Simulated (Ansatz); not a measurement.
**C₂H₇BFNSi: one species, many methods**

Aim: compute C₂H₇BFNSi with functionals from several rungs and with coupled cluster. The yardstick is the atomisation energy at the CCSD(T) limit.

Computed with Ansatz 0.2.0, Gaussian basis. Level: functionals in def2-TZVPP, the program's frozen cores in correlated methods.

Levels to be run: PBE-D4, r2SCAN-D4, PBE0-D4, B3LYP-D4, ωB97X-V, ωB97M-V, B2PLYP; CCSD(T)/def2-TZVPP; MP2/def2-QZVPP; extrapolation to the limit.

### 1 The relaxed structure

All runs share one geometry, relaxed beforehand with PBE0-D4 in a triple-zeta def2 set.

SMILES `B/C=C\[SiH](N)F`, 13 atoms, charge 0, spin multiplicity 1.

Atoms are counted from 1 here; the program's logs count them from 0.

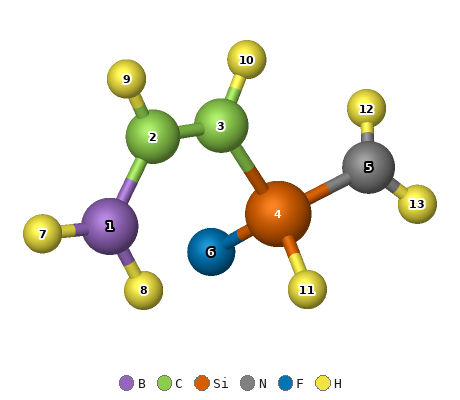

The geometry (boron purple, carbon green, silicon orange, nitrogen grey, fluorine blue, hydrogen yellow); atoms are numbered from 1 in the order of the file.

### 2 PBE-D4 (GGA)

File in.yaml:

```yaml
crystal:
  periodic: [false, false, false]
  atoms:
    - {symbol: B, position_ang: [-0.252651, -2.293048, 0.498339]}
    - {symbol: C, position_ang: [0.686823, -1.224019, 1.084064]}
    - {symbol: C, position_ang: [0.653811, 0.058600, 0.674962]}
    - {symbol: Si, position_ang: [-0.427034, 0.741161, -0.687248]}
    - {symbol: N, position_ang: [0.102463, 2.333672, -0.961616]}
    - {symbol: F, position_ang: [-1.953279, 0.647739, -0.198104]}
    - {symbol: H, position_ang: [-0.338148, -3.383360, 0.982447]}
    - {symbol: H, position_ang: [-0.921514, -2.031635, -0.459555]}
    - {symbol: H, position_ang: [1.376995, -1.482080, 1.887846]}
    - {symbol: H, position_ang: [1.318373, 0.774319, 1.165286]}
    - {symbol: H, position_ang: [-0.364723, 0.024058, -1.976872]}
    - {symbol: H, position_ang: [0.309233, 2.964266, -0.204141]}
    - {symbol: H, position_ang: [-0.170048, 2.835627, -1.790610]}
basis:
  gaussian: {orbitals: def2-TZVPP}
hamiltonian: {xc: pbe, dispersion: d4}
output: {forces: true, orbitals: {seedname: orbitals}}
```

Started as:

```sh
$ ansatz run in.yaml --threads 4 --pin off --events-out ev --progress --plain --max-ram 10444MiB
```

After this run come: r2SCAN-D4 (meta-GGA); PBE0-D4 (hybrid); B3LYP-D4 (hybrid); ωB97X-V (range-separated); ωB97M-V (range-separated); B2PLYP (double hybrid); CCSD(T) in def2-TZVPP; MP2 in def2-QZVPP.

Q: Predict the results of all the runs planned. Wanted: atomisation energy, CCSD(T)/CBS; farthest; mean size of error, hybrid; mean size of error, range-separated; gap, smallest and largest; T1 diagnostic; triples share of the correlation energy.

The runs gave:

```
                               quantity                                           value
        atomisation energy, CCSD(T)/CBS                                 1205.5 kcal/mol
functionals within 6.0 kcal/mol (0.5 %)  r2SCAN-D4, PBE0-D4, B3LYP-D4, ωB97X-V, ωB97M-V
                               farthest                         PBE-D4 (+21.0 kcal/mol)
             mean size of error, hybrid                                    2.9 kcal/mol
    mean size of error, range-separated                                    5.0 kcal/mol
              gap, smallest and largest            3.27 eV (PBE-D4), 10.27 eV (ωB97X-V)
                          T1 diagnostic                                          0.0114
triples share of the correlation energy                                           3.7 %
```

**Reading.** PBE-D4 is off by +21.0 kcal/mol. Double hybrids carry the basis error of their MP2 part in triple zeta, and no dispersion term here, so their miss is partly the set-up's. Misses under about 6.0 kcal/mol are within the doubt on the reference itself, which lacks core-valence correlation, relativity and higher excitations. Hartree-Fock recovers 74 % of the binding; the rest is correlation. The gap grows from 3.3 to 10.3 eV across the functionals, mostly with the share of exact exchange. The restricted reference is unstable towards a spin-broken one.
